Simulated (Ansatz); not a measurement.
The starting structures come from a database of crystals and need not be the phases stable at ambient conditions.

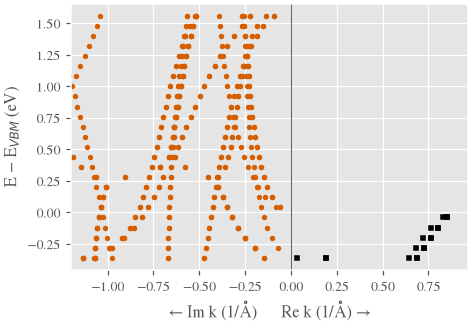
Complex bands at the centre of the two-dimensional zone; r2SCAN (Ansatz, a first-principles code)

The gap is the functional's own. No spin-orbit coupling. Mid-gap values are interpolated on the energy grid.

Task: This is TaCu₃Te₄ (P-43m, not sure to be the ambient phase, 8 atoms a cell, 26.5 Å³ an atom) along the normal of (111). Read off the slowest decay at the centre of the two-dimensional zone at 0.68 eV, the computed energy nearest the middle of the gap.

Result: κ ≈ 0.20 1/Å, a decay length 1/(2κ) of the density of 2.5 Å.
